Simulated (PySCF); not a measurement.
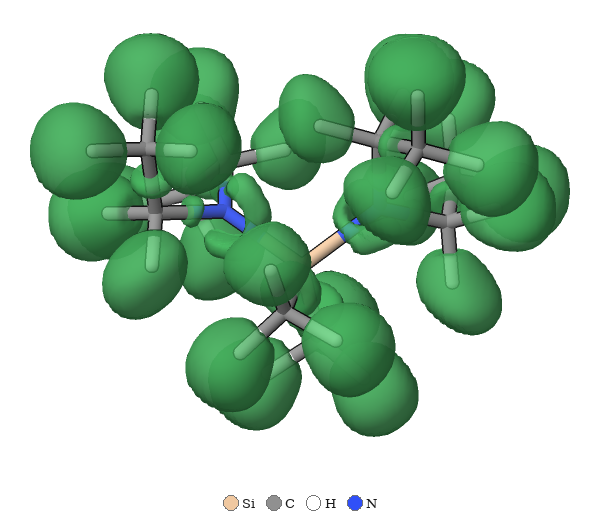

The picture shows: C10H26N2Si (SiMe2(NEt2)2). Isosurface of the ELF at 0.85 (green), seen from one side. Core shells and regions of very low density are left out.

Geometry: PBE0-D3(BJ)/def2-SVP.

Theory: PBE0/pcSseg-1, SCF density, gas phase, non-relativistic (PySCF).

```tsv
atom	x (Å)	y (Å)	z (Å)
Si	0.8290	-0.0032	0.5975
C	0.8260	-0.0945	2.4760
H	1.4458	-0.9214	2.8583
H	-0.1899	-0.2140	2.8846
H	1.2395	0.8444	2.8765
C	2.6102	0.0904	0.0015
H	2.6754	0.2184	-1.0902
H	3.1234	-0.8497	0.2585
H	3.1686	0.9136	0.4749
N	0.0025	1.4067	-0.0169
C	-1.4324	1.5224	0.1470
C	-1.8642	2.3877	1.3255
C	0.6549	2.5334	-0.6491
C	0.5557	2.5311	-2.1700
H	-1.8477	0.5074	0.2671
H	-1.8865	1.9164	-0.7823
H	-1.5015	1.9660	2.2754
H	-1.4668	3.4116	1.2430
H	-2.9620	2.4624	1.3803
H	0.2335	3.4787	-0.2573
H	1.7170	2.5540	-0.3592
H	1.0657	1.6513	-2.5931
H	-0.4934	2.4995	-2.5033
H	1.0160	3.4337	-2.6025
N	-0.0095	-1.4135	0.0039
C	-0.2751	-1.5384	-1.4151
C	0.7071	-2.4345	-2.1607
C	-0.4465	-2.5212	0.8267
C	-1.9244	-2.4711	1.1962
H	-0.2570	-0.5276	-1.8577
H	-1.3057	-1.9096	-1.5746
H	1.7303	-2.0342	-2.0923
H	0.7198	-3.4545	-1.7455
H	0.4409	-2.5124	-3.2268
H	-0.2318	-3.4760	0.3108
H	0.1538	-2.5551	1.7495
H	-2.1438	-1.5847	1.8121
H	-2.5595	-2.4172	0.2980
H	-2.2254	-3.3653	1.7653
```

Where are the electrons localised?

The surface consists of four regions between bonded C–C atoms (shared pairs), four regions between bonded C–N atoms (shared pairs), two regions between bonded C–Si atoms (shared pairs), two regions between bonded N–Si atoms (shared pairs) and 26 regions around hydrogen nuclei. Along the contacts the grid gives the following. C–N (1.45 Å): the ELF peaks at about 0.90 between the atoms: a shared electron pair. C–C (1.52 Å): the ELF peaks at about 0.95 between the atoms; a covalent bond.
